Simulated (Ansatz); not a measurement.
# C2H8FNSi2: two geometries relaxed

Are the two ends of the inversion of the pyramid at N1 separate minima, and which lies lower? Each is relaxed from a guess. SMILES of the start: N[SiH]([SiH3])C=CF.

All numbers below are computed with Ansatz 0.2.0 (RKS PBE/def2-SVP).

**1. Starting point**

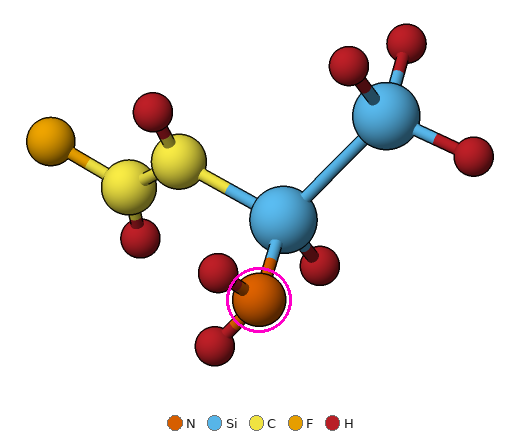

Start, viewed from a chosen angle; nitrogen orange, silicon blue, carbon yellow, fluorine amber, hydrogen red. Ringed: N1.

As a file:

```xyz
14

N    -1.7820   -0.7076   -0.5234
Si   -0.1512   -0.5546   -0.2872
Si    0.5833   -1.6041    1.6336
C     0.3304    1.2385   -0.2588
C     0.6644    1.9338   -1.3230
F     0.9393    3.2679   -1.1854
H    -2.0415   -0.2515   -1.4323
H    -2.2911   -0.0946    0.1532
H     0.4705   -1.1452   -1.4448
H     0.2997   -3.0584    1.6573
H    -0.0393   -0.9856    2.8598
H     2.1089   -1.4320    1.7953
H     0.1042    1.7480    0.6893
H     0.7914    1.6163   -2.3046
```

**2. Relaxing end A**

Input file input.yaml:

```yaml
crystal:
  periodic: [false, false, false]
  atoms:
    - { symbol: "N", position_ang: [-1.782, -0.7076, -0.5234] }
    - { symbol: Si, position_ang: [-0.1512, -0.5546, -0.2872] }
    - { symbol: Si, position_ang: [0.5833, -1.6041, 1.6336] }
    - { symbol: C, position_ang: [0.3304, 1.2385, -0.2588] }
    - { symbol: C, position_ang: [0.6644, 1.9338, -1.323] }
    - { symbol: F, position_ang: [0.9393, 3.2679, -1.1854] }
    - { symbol: H, position_ang: [-2.0415, -0.2515, -1.4323] }
    - { symbol: H, position_ang: [-2.2911, -0.0946, 0.1532] }
    - { symbol: H, position_ang: [0.4705, -1.1452, -1.4448] }
    - { symbol: H, position_ang: [0.2997, -3.0584, 1.6573] }
    - { symbol: H, position_ang: [-0.0393, -0.9856, 2.8598] }
    - { symbol: H, position_ang: [2.1089, -1.432, 1.7953] }
    - { symbol: H, position_ang: [0.1042, 1.748, 0.6893] }
    - { symbol: H, position_ang: [0.7914, 1.6163, -2.3046] }
basis:
  gaussian: { orbitals: def2-SVP }
hamiltonian:
  xc: pbe
relax:
  f_tol: 0.015
  max_steps: 40
output:
  orbitals: {}
```

Started as:

```sh
> ansatz run input.yaml --threads 2 --pin off --max-ram 3072MiB --backend cpu --events-out ev --progress --plain --runs-dir out
```

The program printed, shortened:

```text
Warning: RAYON_NUM_THREADS=2 ignored (pool sized by the plan → 2); use --threads N
[...]
Functional definition: PBE
[...]
1492 factors; their error is unknown
[...]
mean field -22140.33203071 eV, -813.6421948724 hartree, gradient 2.4e-5 eV, S^2 0.000000; 0 other end points of the search recorded, 0 dependent functions left out
[...]
reference -22140.33207060 eV, -813.6421963383 hartree; 32, 32 occupied and 100, 100 virtual orbitals, 1492 factors
relax step   1: F+E_penalty+E_count = -22140.33203071 eV  Δ(F+E_penalty+E_count) = +0.000e0 eV  max|allowed force component| = 4.047e0 eV/Å  Δτ_max = 0.0000 Å  (30 SCF iters, accepted)
[...]
relax step   4: F+E_penalty+E_count = -22140.80277535 eV  Δ(F+E_penalty+E_count) = +4.836e-2 eV  max|allowed force component| = 1.474e0 eV/Å  Δτ_max = 0.2000 Å  (29 SCF iters, rejected (line search))
[...]
relax step   7: F+E_penalty+E_count = -22140.96189409 eV  Δ(F+E_penalty+E_count) = -7.111e-3 eV  max|allowed force component| = 4.121e-2 eV/Å  Δτ_max = 0.0957 Å  (29 SCF iters, accepted)
[...]
relax step  10: F+E_penalty+E_count = -22140.96396400 eV  Δ(F+E_penalty+E_count) = -3.177e-4 eV  max|allowed force component| = 2.945e-2 eV/Å  Δτ_max = 0.0175 Å  (32 SCF iters, accepted)
[...]
relax step  12: F+E_penalty+E_count = -22140.96408924 eV  Δ(F+E_penalty+E_count) = -8.167e-6 eV  max|allowed force component| = 1.529e-2 eV/Å  Δτ_max = 0.0083 Å  (32 SCF iters, accepted)
[...]
reference -22140.96417956 eV, -813.6654259142 hartree; 32, 32 occupied and 100, 100 virtual orbitals, 1492 factors
Total energy: -22140.96417956 eV, -813.6654259142 hartree
Atom 0 at    -1.943765    -0.805999    -0.423065 Å, force    -0.003889    -0.001078     0.004161 eV/Å
Atom 1 at    -0.233251    -0.427145    -0.353001 Å, force    -0.000457    -0.003910     0.002218 eV/Å
Atom 2 at     0.598795    -1.526450     1.560273 Å, force     0.000386     0.000080    -0.001061 eV/Å
Atom 3 at     0.240311     1.392511    -0.285220 Å, force    -0.000217     0.002747     0.000684 eV/Å
Atom 4 at     0.956755     1.977628    -1.260562 Å, force     0.002307     0.004756    -0.002912 eV/Å
Atom 5 at     1.324247     3.270619    -1.238331 Å, force    -0.000312    -0.002614     0.000348 eV/Å
Atom 6 at    -2.486750    -0.435009    -1.209438 Å, force     0.001154     0.000414     0.000127 eV/Å
Atom 7 at    -2.487715    -0.714347     0.439616 Å, force     0.001094     0.000083    -0.003521 eV/Å
Atom 8 at     0.408282    -0.966858    -1.607024 Å, force     0.000531    -0.000125    -0.001281 eV/Å
Atom 9 at     0.405541    -3.017838     1.473695 Å, force     0.000039     0.000192     0.000148 eV/Å
Atom 10 at    -0.128927    -1.034381     2.788114 Å, force    -0.000313    -0.000878     0.000070 eV/Å
Atom 11 at     2.066121    -1.241982     1.748204 Å, force    -0.000079     0.000452     0.000265 eV/Å
Atom 12 at    -0.053831     2.029572     0.568789 Å, force     0.000582     0.000022    -0.000902 eV/Å
Atom 13 at     1.321185     1.470579    -2.173051 Å, force    -0.000827    -0.000142     0.001654 eV/Å
Dipole moment:    -0.303116     0.050803    -0.080823 e Å
```

It took 45 s on 2 threads of Arm Neoverse V1, shared host; peak memory 0.18 GiB.

Relaxation path:

```csv
step,energy from step 1 (eV),largest force component (eV/Å)
1,0.0000,4.0470
2,-0.4347,1.8685
3,-0.5191,1.2355
4x,-0.4707,1.4742
5,-0.6071,0.2882
6,-0.6228,0.1157
7,-0.6299,0.0412
8,-0.6310,0.1275
9,-0.6316,0.0627
10,-0.6319,0.0295
11,-0.6320,0.0256
12,-0.6321,0.0153
13,-0.6321,0.0048
```

Step 1 is the start. 1 step was tried and not accepted (marked x).

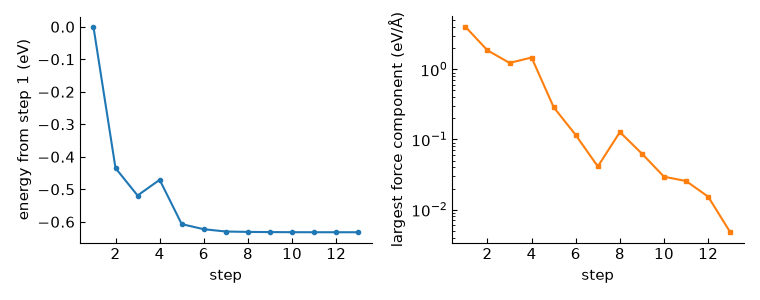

How energy and force went from step to step.

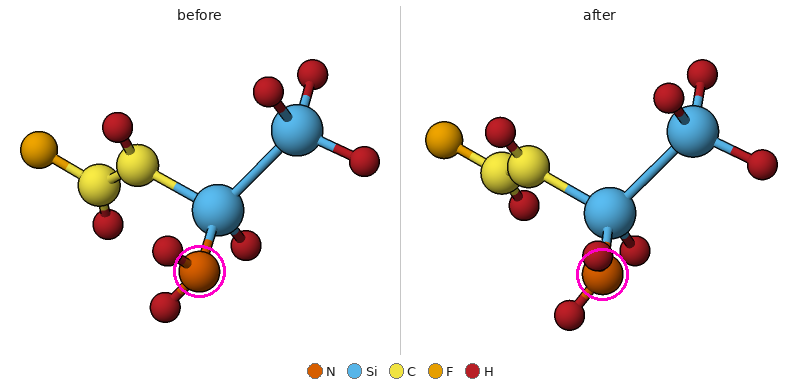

Before and after, at one scale.

After: Bond lengths: N1–Si2 1.753 Å, Si2–Si3 2.358 Å, Si2–C4 1.881 Å, C4–C5 1.344 Å, C5–F6 1.344 Å, N1–H7 1.025 Å, N1–H8 1.024 Å, Si2–H9 1.508 Å, Si3–H10 1.506 Å, Si3–H11 1.510 Å, Si3–H12 1.506 Å, C4–H13 1.105 Å, C5–H14 1.106 Å. Angles (14 of 21 angles, heavy atoms first): N1–Si2–Si3 106.0°, N1–Si2–C4 117.1°, Si3–Si2–C4 109.4°, Si2–C4–C5 121.9°, C4–C5–F6 123.5°, N1–Si2–H9 107.7°, Si3–Si2–H9 111.0°, C4–Si2–H9 105.6°, Si2–N1–H7 118.0°, Si2–N1–H8 117.7°, Si2–Si3–H10 111.7°, Si2–Si3–H11 109.7°, Si2–Si3–H12 110.9°, Si2–C4–H13 121.2°.

**3. Relaxing end B**

The second end starts from a geometry with the move made by hand.

Edit input.yaml of step 2 so:

```diff
@@ -9,4 +9,4 @@
     - { symbol: F, position_ang: [0.9393, 3.2679, -1.1854] }
-    - { symbol: H, position_ang: [-2.0415, -0.2515, -1.4323] }
-    - { symbol: H, position_ang: [-2.2911, -0.0946, 0.1532] }
+    - { symbol: H, position_ang: [-1.95373, -1.3952, -1.29747] }
+    - { symbol: H, position_ang: [-2.20496, -1.21701, 0.28552] }
     - { symbol: H, position_ang: [0.4705, -1.1452, -1.4448] }
```

Started as:

```sh
> ansatz run input.yaml --threads 2 --pin off --max-ram 3072MiB --backend cpu --events-out ev --progress --plain --runs-dir out
```

The program printed, shortened:

```text
Warning: RAYON_NUM_THREADS=2 ignored (pool sized by the plan → 2); use --threads N
[...]
[... 1 set-up line as earlier in the session ...]
[...]
1492 factors; their error is unknown
[...]
mean field -22140.26340544 eV, -813.6396729402 hartree, gradient 1.9e-5 eV, S^2 0.000000; 0 other end points of the search recorded, 0 dependent functions left out
[...]
reference -22140.26344577 eV, -813.6396744226 hartree; 32, 32 occupied and 100, 100 virtual orbitals, 1492 factors
relax step   1: F+E_penalty+E_count = -22140.26340544 eV  Δ(F+E_penalty+E_count) = +0.000e0 eV  max|allowed force component| = 3.971e0 eV/Å  Δτ_max = 0.0000 Å  (29 SCF iters, accepted)
[...]
relax step   4: F+E_penalty+E_count = -22140.74025968 eV  Δ(F+E_penalty+E_count) = +6.063e-2 eV  max|allowed force component| = 2.119e0 eV/Å  Δτ_max = 0.2000 Å  (37 SCF iters, rejected (line search))
[...]
relax step   7: F+E_penalty+E_count = -22140.90432967 eV  Δ(F+E_penalty+E_count) = -5.346e-3 eV  max|allowed force component| = 2.104e-1 eV/Å  Δτ_max = 0.0611 Å  (30 SCF iters, accepted)
[...]
relax step  10: F+E_penalty+E_count = -22140.91010153 eV  Δ(F+E_penalty+E_count) = -8.727e-4 eV  max|allowed force component| = 5.876e-2 eV/Å  Δτ_max = 0.0425 Å  (30 SCF iters, accepted)
[...]
relax step  13: F+E_penalty+E_count = -22140.91319606 eV  Δ(F+E_penalty+E_count) = -1.783e-3 eV  max|allowed force component| = 2.492e-1 eV/Å  Δτ_max = 0.0381 Å  (31 SCF iters, accepted)
[...]
relax step  14: F+E_penalty+E_count = -22140.92169188 eV  Δ(F+E_penalty+E_count) = -8.496e-3 eV  max|allowed force component| = 3.286e-1 eV/Å  Δτ_max = 0.2000 Å  (29 SCF iters, accepted)
[...]
relax step  15: F+E_penalty+E_count = -22140.89095602 eV  Δ(F+E_penalty+E_count) = +3.074e-2 eV  max|allowed force component| = 7.052e-1 eV/Å  Δτ_max = 0.0583 Å  (30 SCF iters, rejected (line search))
```

**4. More of the same log: end point B relaxed**

The log, continued:

```text
these checks for a lower state are left out or cut short: starts, cluster_reference, orbital_swaps, neighbouring_geometries, increment
1492 factors; their error is unknown
mean field -22140.92739342 eV, -813.6640740485 hartree, gradient 2.0e-5 eV, S^2 0.000000; 0 other end points of the search recorded, 0 dependent functions left out
the calculation of the forces begins
reference -22140.92743462 eV, -813.6640755626 hartree; 32, 32 occupied and 100, 100 virtual orbitals, 1492 factors
relax step  16: F+E_penalty+E_count = -22140.92739342 eV  Δ(F+E_penalty+E_count) = -5.702e-3 eV  max|allowed force component| = 1.574e-1 eV/Å  Δτ_max = 0.0284 Å  (31 SCF iters, accepted)
these checks for a lower state are left out or cut short: starts, cluster_reference, orbital_swaps, neighbouring_geometries, increment
1492 factors; their error is unknown
mean field evaluation 128: about -22140.9280 eV, gradient 6.3e0 eV
mean field -22140.94066562 eV, -813.6645617929 hartree, gradient 9.8e-6 eV, S^2 0.000000; 0 other end points of the search recorded, 0 dependent functions left out
the calculation of the forces begins
reference -22140.94070695 eV, -813.6645633117 hartree; 32, 32 occupied and 100, 100 virtual orbitals, 1492 factors
relax step  17: F+E_penalty+E_count = -22140.94066562 eV  Δ(F+E_penalty+E_count) = -1.327e-2 eV  max|allowed force component| = 2.880e-1 eV/Å  Δτ_max = 0.1000 Å  (31 SCF iters, accepted)
these checks for a lower state are left out or cut short: starts, cluster_reference, orbital_swaps, neighbouring_geometries, increment
1492 factors; their error is unknown
mean field -22140.91796589 eV, -813.6637275931 hartree, gradient 2.4e-5 eV, S^2 0.000000; 0 other end points of the search recorded, 0 dependent functions left out
the calculation of the forces begins
reference -22140.91800748 eV, -813.6637291217 hartree; 32, 32 occupied and 100, 100 virtual orbitals, 1492 factors
relax step  18: F+E_penalty+E_count = -22140.91796589 eV  Δ(F+E_penalty+E_count) = +2.270e-2 eV  max|allowed force component| = 1.721e0 eV/Å  Δτ_max = 0.1471 Å  (28 SCF iters, rejected (line search))
these checks for a lower state are left out or cut short: starts, cluster_reference, orbital_swaps, neighbouring_geometries, increment
1492 factors; their error is unknown
mean field -22140.95254815 eV, -813.6649984680 hartree, gradient 2.6e-5 eV, S^2 0.000000; 0 other end points of the search recorded, 0 dependent functions left out
the calculation of the forces begins
reference -22140.95258937 eV, -813.6649999828 hartree; 32, 32 occupied and 100, 100 virtual orbitals, 1492 factors
relax step  19: F+E_penalty+E_count = -22140.95254815 eV  Δ(F+E_penalty+E_count) = -1.188e-2 eV  max|allowed force component| = 1.230e-1 eV/Å  Δτ_max = 0.0735 Å  (30 SCF iters, accepted)
these checks for a lower state are left out or cut short: starts, cluster_reference, orbital_swaps, neighbouring_geometries, increment
1492 factors; their error is unknown
mean field -22140.95962383 eV, -813.6652584943 hartree, gradient 2.1e-5 eV, S^2 0.000000; 0 other end points of the search recorded, 0 dependent functions left out
the calculation of the forces begins
reference -22140.95966511 eV, -813.6652600112 hartree; 32, 32 occupied and 100, 100 virtual orbitals, 1492 factors
relax step  20: F+E_penalty+E_count = -22140.95962383 eV  Δ(F+E_penalty+E_count) = -7.076e-3 eV  max|allowed force component| = 5.527e-2 eV/Å  Δτ_max = 0.0750 Å  (30 SCF iters, accepted)
these checks for a lower state are left out or cut short: starts, cluster_reference, orbital_swaps, neighbouring_geometries, increment
1492 factors; their error is unknown
mean field evaluation 160: about -22140.9634 eV, gradient 1.4e-3 eV
mean field -22140.96343990 eV, -813.6653987323 hartree, gradient 2.1e-5 eV, S^2 0.000000; 0 other end points of the search recorded, 0 dependent functions left out
the calculation of the forces begins
reference -22140.96348126 eV, -813.6654002524 hartree; 32, 32 occupied and 100, 100 virtual orbitals, 1492 factors
relax step  21: F+E_penalty+E_count = -22140.96343990 eV  Δ(F+E_penalty+E_count) = -3.816e-3 eV  max|allowed force component| = 4.002e-2 eV/Å  Δτ_max = 0.0657 Å  (30 SCF iters, accepted)
these checks for a lower state are left out or cut short: starts, cluster_reference, orbital_swaps, neighbouring_geometries, increment
1492 factors; their error is unknown
mean field -22140.96309190 eV, -813.6653859436 hartree, gradient 2.0e-5 eV, S^2 0.000000; 0 other end points of the search recorded, 0 dependent functions left out
the calculation of the forces begins
reference -22140.96313332 eV, -813.6653874657 hartree; 32, 32 occupied and 100, 100 virtual orbitals, 1492 factors
relax step  22: F+E_penalty+E_count = -22140.96309190 eV  Δ(F+E_penalty+E_count) = +3.480e-4 eV  max|allowed force component| = 7.030e-2 eV/Å  Δτ_max = 0.0389 Å  (31 SCF iters, rejected (line search))
these checks for a lower state are left out or cut short: starts, cluster_reference, orbital_swaps, neighbouring_geometries, increment
1492 factors; their error is unknown
mean field -22140.96391194 eV, -813.6654160795 hartree, gradient 2.1e-5 eV, S^2 0.000000; 0 other end points of the search recorded, 0 dependent functions left out
the calculation of the forces begins
reference -22140.96395333 eV, -813.6654176006 hartree; 32, 32 occupied and 100, 100 virtual orbitals, 1492 factors
relax step  23: F+E_penalty+E_count = -22140.96391194 eV  Δ(F+E_penalty+E_count) = -4.720e-4 eV  max|allowed force component| = 1.709e-2 eV/Å  Δτ_max = 0.0195 Å  (31 SCF iters, accepted)
these checks for a lower state are left out or cut short: starts, cluster_reference, orbital_swaps, neighbouring_geometries, increment
1492 factors; their error is unknown
mean field -22140.96405294 eV, -813.6654212612 hartree, gradient 1.9e-5 eV, S^2 0.000000; 0 other end points of the search recorded, 0 dependent functions left out
the calculation of the forces begins
reference -22140.96409438 eV, -813.6654227840 hartree; 32, 32 occupied and 100, 100 virtual orbitals, 1492 factors
relax step  24: F+E_penalty+E_count = -22140.96405294 eV  Δ(F+E_penalty+E_count) = -1.410e-4 eV  max|allowed force component| = 7.420e-3 eV/Å  Δτ_max = 0.0171 Å  (31 SCF iters, accepted)
1492 factors; their error is unknown
mean field evaluation 192: about -22141.0754 eV, gradient 6.5e-1 eV
mean field -22140.96405294 eV, -813.6654212612 hartree, gradient 2.1e-5 eV, S^2 0.000000; 1 other end points of the search recorded, 0 dependent functions left out
the calculation of the forces begins
reference -22140.96409438 eV, -813.6654227840 hartree; 32, 32 occupied and 100, 100 virtual orbitals, 1492 factors
Total energy: -22140.96409438 eV, -813.6654227840 hartree
Atom 0 at    -1.827630    -1.176011    -0.445859 Å, force    -0.000072    -0.002329    -0.007420 eV/Å
Atom 1 at    -0.169523    -0.617611    -0.335556 Å, force     0.005314    -0.000332    -0.003762 eV/Å
Atom 2 at     0.721605    -1.592262     1.618501 Å, force     0.001434     0.000206    -0.003023 eV/Å
Atom 3 at     0.107998     1.242757    -0.284958 Å, force    -0.000316     0.004303     0.001883 eV/Å
Atom 4 at     0.801484     1.886900    -1.239500 Å, force     0.000973    -0.001070     0.000010 eV/Å
Atom 5 at     1.032848     3.211064    -1.223101 Å, force    -0.001410     0.000808    -0.001525 eV/Å
Atom 6 at    -2.381277    -0.880002    -1.256237 Å, force    -0.000413     0.001094     0.002410 eV/Å
Atom 7 at    -2.404769    -1.125465     0.398118 Å, force    -0.006138    -0.000324     0.004840 eV/Å
Atom 8 at     0.560492    -1.103910    -1.563161 Å, force     0.000027    -0.000590     0.005458 eV/Å
Atom 9 at     0.666027    -3.096700     1.566882 Å, force     0.000139    -0.000254    -0.000591 eV/Å
Atom 10 at    -0.068685    -1.139442     2.822476 Å, force    -0.001206    -0.000747    -0.000672 eV/Å
Atom 11 at     2.153669    -1.171022     1.821132 Å, force    -0.000002     0.001004     0.001493 eV/Å
Atom 12 at    -0.286399     1.857129     0.544947 Å, force     0.002178    -0.000246     0.001326 eV/Å
Atom 13 at     1.255069     1.409364    -2.127533 Å, force    -0.000509    -0.001523    -0.000426 eV/Å
Dipole moment:    -0.304867     0.016829    -0.091322 e Å
```

It took 79 s on 2 threads of Arm Neoverse V1, shared host; peak memory 0.18 GiB.

Relaxation path:

```
step  energy from step 1 (eV)  largest force component (eV/Å)
   1                   0.0000                          3.9708
   2                  -0.4553                          1.5749
   3                  -0.5375                          1.1843
  4x                  -0.4769                          2.1186
   5                  -0.6306                          0.1798
   6                  -0.6356                          0.1651
   7                  -0.6409                          0.2104
   8                  -0.6449                          0.0644
   9                  -0.6458                          0.0399
  10                  -0.6467                          0.0588
  11                  -0.6477                          0.1141
  12                  -0.6480                          0.2593
  13                  -0.6498                          0.2492
  14                  -0.6583                          0.3286
 15x                  -0.6276                          0.7052
  16                  -0.6640                          0.1574
  17                  -0.6773                          0.2880
 18x                  -0.6546                          1.7209
  19                  -0.6891                          0.1230
  20                  -0.6962                          0.0553
  21                  -0.7000                          0.0400
 22x                  -0.6997                          0.0703
  23                  -0.7005                          0.0171
  24                  -0.7006                          0.0074
```

Step 1 is the start. 4 steps were tried and not accepted (marked x).

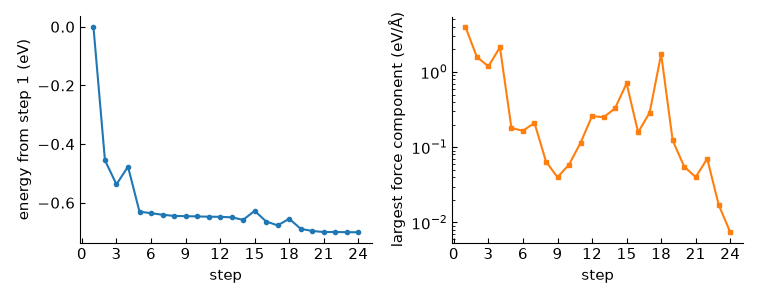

Energy and largest force along the relaxation.

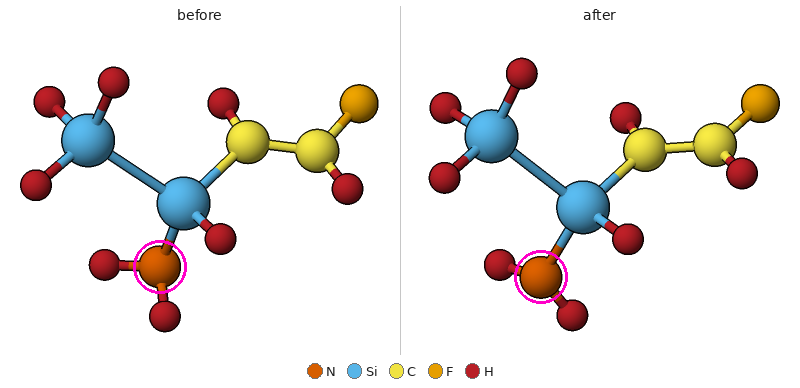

Before and after, at one scale.

After: Bond lengths: N1–Si2 1.753 Å, Si2–Si3 2.358 Å, Si2–C4 1.882 Å, C4–C5 1.344 Å, C5–F6 1.344 Å, N1–H7 1.025 Å, N1–H8 1.024 Å, Si2–H9 1.509 Å, Si3–H10 1.506 Å, Si3–H11 1.510 Å, Si3–H12 1.506 Å, C4–H13 1.105 Å, C5–H14 1.106 Å. Angles (14 of 21 angles, heavy atoms first): N1–Si2–Si3 106.1°, N1–Si2–C4 117.1°, Si3–Si2–C4 109.3°, Si2–C4–C5 122.1°, C4–C5–F6 123.5°, N1–Si2–H9 107.7°, Si3–Si2–H9 111.0°, C4–Si2–H9 105.6°, Si2–N1–H7 117.9°, Si2–N1–H8 117.8°, Si2–Si3–H10 111.7°, Si2–Si3–H11 109.8°, Si2–Si3–H12 110.8°, Si2–C4–H13 121.1°.

**5. Results**

```
                           quantity                     value
                              end A  11 moves, 0.632 eV lower
                              end B  19 moves, 0.701 eV lower
largest difference between the ends                    0.03 Å
            end B relative to end A                 +0.000 eV
```

In words: Both starts fell into the same minimum (no atom differs by more than 0.03 Å), so from this start no second minimum was found and no band was run; another arrangement could still be one.
